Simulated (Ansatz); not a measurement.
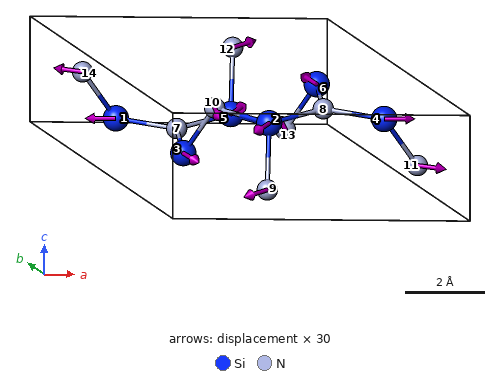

A relaxation of crystalline Si$_{3}$N$_{4}$ (set up in P6_3/m). The starting structure is drawn; purple arrows show the displacements, magnified 30 times.

The picture is a ball-and-stick view of the cell of the calculation, seen from a free direction.

These are results of DFT, PBE, plane-wave PAW, default files, scalar-relativistic in Ansatz, not measurements.

Input file:
```yaml
crystal:
  lattice:
    - [7.6018, 0.0, 0.0]
    - [-3.8009, 6.5833519145, 0.0]
    - [0.0, 0.0, 2.9066]
  atoms:
    - { symbol: Si, position: [0.1773, 0.7677, 0.25] }
    - { symbol: Si, position: [0.4096, 0.1773, 0.75] }
    - { symbol: Si, position: [0.2323, 0.4096, 0.25] }
    - { symbol: Si, position: [0.8227, 0.2323, 0.75] }
    - { symbol: Si, position: [0.5904, 0.8227, 0.25] }
    - { symbol: Si, position: [0.7677, 0.5904, 0.75] }
    - { symbol: "N", position: [0.3333333333, 0.6666666667, 0.25] }
    - { symbol: "N", position: [0.6666666667, 0.3333333333, 0.75] }
    - { symbol: "N", position: [0.3337, 0.0323, 0.25] }
    - { symbol: "N", position: [0.3014, 0.3337, 0.75] }
    - { symbol: "N", position: [0.9677, 0.3014, 0.25] }
    - { symbol: "N", position: [0.6663, 0.9677, 0.75] }
    - { symbol: "N", position: [0.6986, 0.6663, 0.25] }
    - { symbol: "N", position: [0.0323, 0.6986, 0.75] }
kpoints:
  mp_grid: { grid: [4, 4, 10] }
scf:
  occupations: { method: fermi_dirac, width: 0.02 }
hamiltonian:
  xc: pbe
  pseudopotentials: { kind: paw }
output:
  forces: true
  stress: true
  populations: true
  efg:
    quadrupole_moments_barn: { "N": 0.02044 }
    contact_densities: true
  write_density: true
  write_potential: true
  elf: true
  volumetric_format: npy
relax:
  f_tol: 0.02
  max_steps: 60
```

Command:
```bash
ansatz run input.yaml --threads 1 --pin off --max-ram 2560MiB --backend cpu --events-out ev --progress --plain --runs-dir out
```

What happened in the run?

Over 3 geometry steps the energy falls by 5.9 meV per atom. The largest force component goes from 0.96 to 0.0025 eV/Å. The largest moves, 0.027 Å, are those of 12 atoms (Si1, Si2, Si3, Si4 and others). N12 goes along [3 2 0]. By element the largest moves are N 0.027 Å, Si 0.027 Å. The cell doesn't change. Among the contacts that change: Si1–N7 1.705 → 1.730 Å, Si1–N9 1.752 → 1.736 Å. The space group stays P6_3/m (No. 176). The run took 35 s on 1 thread of Intel(R) Xeon(R) Platinum 8488C (Sapphire Rapids) (shared host), peak memory 0.55 GiB.
